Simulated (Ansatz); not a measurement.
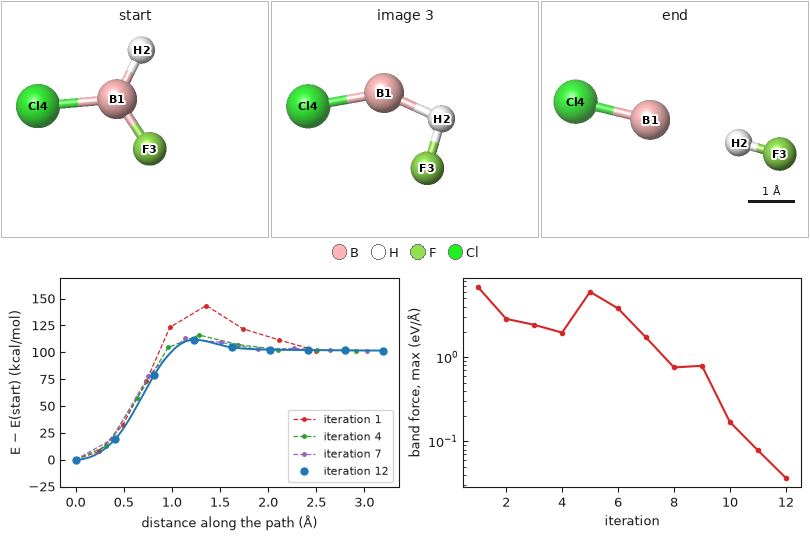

A search for the minimum-energy path of BHClF by the nudged elastic band. Images are numbered from 0 (start) to 8 (end). The plot follows the band through its iterations. A ball-and-stick model, seen face on.

Theory: Ansatz, RKS B3LYP/def2-SVP.

The input:
```yaml
crystal:
  periodic: [false, false, false]
  atoms:
    - { symbol: B, position_ang: [0.252777, 0.0, 0.187638] }
    - { symbol: H, position_ang: [0.217389, 0.0, 1.387322] }
    - { symbol: F, position_ang: [1.408786, 0.0, -0.438093] }
    - { symbol: Cl, position_ang: [-1.222951, 0.0, -0.758068] }
basis:
  gaussian: { orbitals: def2-SVP }
hamiltonian:
  xc: b3lyp
neb:
  order_check: false
  images: 7
  f_tol: 0.05
  max_iterations: 60
  final_atoms:
    - { symbol: B, position_ang: [-0.60409501, -0.00115175, -0.20217985] }
    - { symbol: H, position_ang: [1.27624914, 0.00044794, 0.54978444] }
    - { symbol: F, position_ang: [2.15699611, 0.00040068, 0.88511348] }
    - { symbol: Cl, position_ang: [-2.17314925, 0.00030313, -0.85391907] }
  initial_path:
    images:
      - { positions_ang: [[0.252777, 0.0, 0.187638], [0.217389, 0.0, 1.387322], [1.408786, 0.0, -0.438093], [-1.222951, 0.0, -0.758068]] }
      - { positions_ang: [[0.18963384, 0.0, 0.14064029], [0.35078915, 0.0, 1.33285774], [1.4349391, 0.0, -0.29269409], [-1.31936108, 0.0, -0.80200495]] }
      - { positions_ang: [[0.12649067, 0.0, 0.09364259], [0.4841893, 0.0, 1.27839348], [1.46109219, 0.0, -0.14729517], [-1.41577117, 0.0, -0.84594189]] }
      - { positions_ang: [[0.06334751, 0.0, 0.04664488], [0.61758945, 0.0, 1.22392922], [1.48724529, 0.0, -0.00189626], [-1.51218125, 0.0, -0.88987884]] }
      - { positions_ang: [[0.00020435, 0.0, -0.00035282], [0.7509896, 0.0, 1.16946495], [1.51339839, 0.0, 0.14350266], [-1.60859133, 0.0, -0.93381579]] }
      - { positions_ang: [[-0.15087049, -0.00028794, -0.05080958], [0.88230449, 0.00011199, 1.01454482], [1.67429782, 0.00010017, 0.32890536], [-1.74973081, 7.578e-05, -0.91384161]] }
      - { positions_ang: [[-0.30194533, -0.00057588, -0.10126634], [1.01361937, 0.00022397, 0.8596247], [1.83519725, 0.00020034, 0.51430807], [-1.89087029, 0.00015156, -0.89386743]] }
      - { positions_ang: [[-0.45302017, -0.00086381, -0.15172309], [1.14493426, 0.00033596, 0.70470457], [1.99609668, 0.00030051, 0.69971078], [-2.03200977, 0.00022735, -0.87389325]] }
      - { positions_ang: [[-0.60409501, -0.00115175, -0.20217985], [1.27624914, 0.00044794, 0.54978444], [2.15699611, 0.00040068, 0.88511348], [-2.17314925, 0.00030313, -0.85391907]] }
```

Command:
```bash
ansatz run input.yaml --threads 1 --pin off --max-ram 2048MiB --backend cpu --events-out ev --progress --plain --runs-dir out
```

Q: How did the profile develop, and is the result final?

A: The result is final at these settings. The band converged in 12 iterations. The largest component of the band force went from 6.8 to 0.037 eV/Å. The climbing image converged on the top of the path. Its vibrational analysis gives one imaginary mode (1077i cm⁻¹), as a transition state must have. The first iteration put the highest image at 143.5 kcal/mol. Forward barrier 111.7 kcal/mol, backward barrier 10.1 kcal/mol, with image 3 at the top; the reaction energy is +101.6 kcal/mol.
